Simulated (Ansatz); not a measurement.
# SiPH4 (SMILES [SiH2]P) at FCI/STO-3G

What is the energy change on altering one bond length of SiPH4 at FCI/STO-3G? 

The calculation is run with Ansatz 0.2.0.

47 further runs of the same task are left out: 47 set aside as unsound or not needed.

## 1. The molecule

The species is SiPH4 (6 atoms), meant as a doublet with charge 0. As SMILES, `[SiH2]P`. Geometry: relaxed at GFN2-xTB. This is one conformer, not always the lowest.

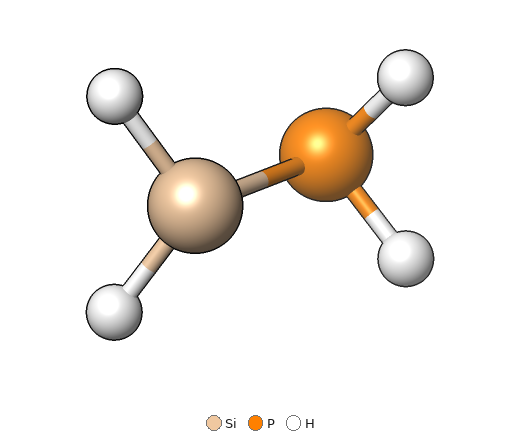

The structure, seen from a chosen angle (silicon light orange, phosphorus orange, hydrogen white).

## 2. The energy at FCI/STO-3G

File molecule.yaml:

```yaml
crystal:
  periodic: [false, false, false]
  atoms:
    - {symbol: Si, position_ang: [0.127020, -0.986120, -0.104660]}
    - {symbol: P, position_ang: [-0.338670, 1.170000, 0.142220]}
    - {symbol: H, position_ang: [-0.300620, -1.724700, 1.087920]}
    - {symbol: H, position_ang: [-0.579260, -1.514310, -1.276300]}
    - {symbol: H, position_ang: [0.434680, 1.617150, -0.915300]}
    - {symbol: H, position_ang: [0.656850, 1.437980, 1.066130]}
basis:
  gaussian: {orbitals: STO-3G}
magnetization: {spin_polarized: true, initial_magnetization: 1}
correlation: {method: fci, frozen_orbitals: {H: 0, P: 5, Si: 5}}
accuracy: high
```

Launch:

```console
ansatz run molecule.yaml --threads 1 --pin off --max-ram 2610MiB --events-out events.jsonl --progress --plain --runs-dir runs
```

Output:

```text
Warning: RAYON_NUM_THREADS=1 ignored (pool sized by the plan → 1); use --threads N
Functional definition: HF
  name "HF"
  exchange = exact_x
  correlation = 0
391 factors; integrals over basis functions are off by at most 2.7e-9 eV
mean field evaluation 1: about -17000.9159 eV, gradient 5.3e0 eV
mean field evaluation 2: about -17000.9429 eV, gradient 5.3e0 eV
mean field evaluation 4: about -17001.4394 eV, gradient 6.6e-1 eV
mean field evaluation 8: about -17001.4556 eV, gradient 7.0e-3 eV
mean field -17001.45558586 eV, -624.7919687797 hartree, gradient 8.1e-8 eV, S^2 0.752357; 0 other end points of the search recorded, 0 dependent functions left out
mean field evaluation 16: about -17001.4433 eV, gradient 1.5e-1 eV
10 core orbitals not correlated: weight in the atoms' cores, before any rotation towards them, 1.000 or more for the frozen orbitals, at most 0.000 for the correlated occupied ones
reference -17001.44326738 eV, -624.7915160842 hartree; 7, 6 occupied and 5, 6 virtual orbitals, 391 factors
state -17004.08571106 eV, -624.8886240983 hartree
Total energy: -17004.08571106 eV, -624.8886240983 hartree
```

It took 3.3 s on 1 thread of AMD EPYC 9R14 (Zen 4), shared host; peak memory 0.16 GiB.

## 3. The distorted shape at the same level

File job.yaml:

```yaml
crystal:
  periodic: [false, false, false]
  atoms:
    - {symbol: Si, position_ang: [0.233923, -0.801488, -0.402784]}
    - {symbol: P, position_ang: [-0.231767, 1.354632, -0.155904]}
    - {symbol: H, position_ang: [-0.300620, -1.724700, 1.087920]}
    - {symbol: H, position_ang: [-0.472357, -1.329678, -1.574424]}
    - {symbol: H, position_ang: [0.541583, 1.801782, -1.213424]}
    - {symbol: H, position_ang: [0.763753, 1.622612, 0.768006]}
basis:
  gaussian:
    orbitals: STO-3G
magnetization:
  spin_polarized: true
  initial_magnetization: 1
correlation:
  method: fci
  frozen_orbitals: {H: 0, P: 5, Si: 5}
accuracy: high
```

Launch:

```console
ansatz run job.yaml --threads 1 --pin off --max-ram 2610MiB --events-out events.jsonl --progress --plain --runs-dir runs
```

Output:

```text
Warning: RAYON_NUM_THREADS=1 ignored (pool sized by the plan → 1); use --threads N
Functional definition: HF
  name "HF"
  exchange = exact_x
  correlation = 0
390 factors; integrals over basis functions are off by at most 4.1e-9 eV
mean field evaluation 1: about -16999.1126 eV, gradient 6.9e0 eV
mean field evaluation 2: about -16999.1400 eV, gradient 6.8e0 eV
mean field evaluation 4: about -16999.9418 eV, gradient 9.8e-1 eV
mean field evaluation 8: about -16999.9766 eV, gradient 4.6e-3 eV
mean field -16999.97533902 eV, -624.7375707120 hartree, gradient 2.1e-8 eV, S^2 0.751939; 0 other end points of the search recorded, 0 dependent functions left out
mean field evaluation 16: about -16999.9499 eV, gradient 1.8e-1 eV
10 core orbitals not correlated: weight in the atoms' cores, before any rotation towards them, 1.000 or more for the frozen orbitals, at most 0.000 for the correlated occupied ones
reference -16999.96517710 eV, -624.7371972683 hartree; 7, 6 occupied and 5, 6 virtual orbitals, 390 factors
state -17003.01015451 eV, -624.8490981240 hartree
Total energy: -17003.01015451 eV, -624.8490981240 hartree
```

Run time: 3.6 s. Hardware: 1 thread of AMD EPYC 9R14 (Zen 4), shared host; peak memory 0.16 GiB.

## 4. What came out

At FCI/STO-3G, 10 core orbitals frozen:

```
                                                          quantity          value
                                         first shape: total energy  -624.88862 Eh
         first shape: correlation energy (10 core orbitals frozen)      -97.1 mEh
                                     distorted shape: total energy  -624.84910 Eh
     distorted shape: correlation energy (10 core orbitals frozen)     -111.9 mEh
energy change with the Si1–H3 bond stretched from 1.467 to 1.833 Å       1.076 eV
```

What this shows: With the Si1–H3 bond stretched from 1.467 to 1.833 Å the energy rises by 1.08 eV (25 kcal/mol). The first shape isn't relaxed at this level, so the change isn't measured from a minimum. The minimal basis adds a large error of its own.
